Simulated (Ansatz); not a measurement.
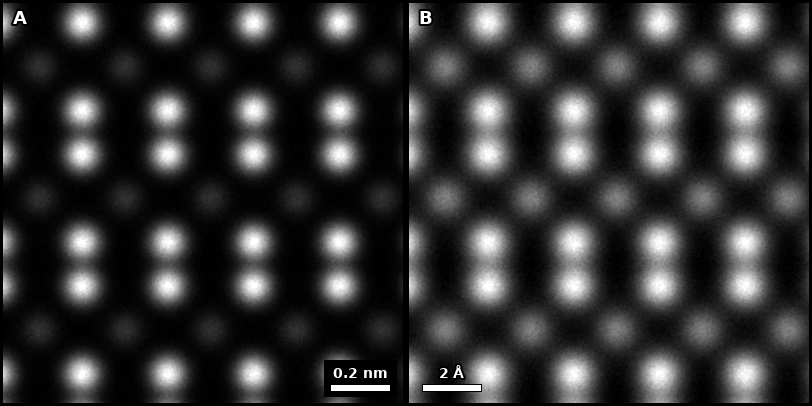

Two simulated images of the same area of GaHg₂ (P6/mmm, No. 191) along [100], with a probe of 0.94 Å. One is incoherent Z contrast (Z^1.8 per atom), the other the projected potential of neutral atoms blurred by the probe (iDPC-like, thin sample). Brightness is counted from the darkest point of the image. Shot noise was added. Model: the geometry relaxed with DFT PBE, scalar-relativistic, plane waves, PAW (Ansatz 0.2.0); the starting structure was generated, so it need not be a known form of this composition.

Which panel is which, and how can one tell?

A is the Z-contrast image and B the potential image. The columns of 1 Ga per repeat reach about 18 % of the brightest peak (1 Hg) in A but about 49 % in B, mainly since the potential grows much more slowly with atomic number.
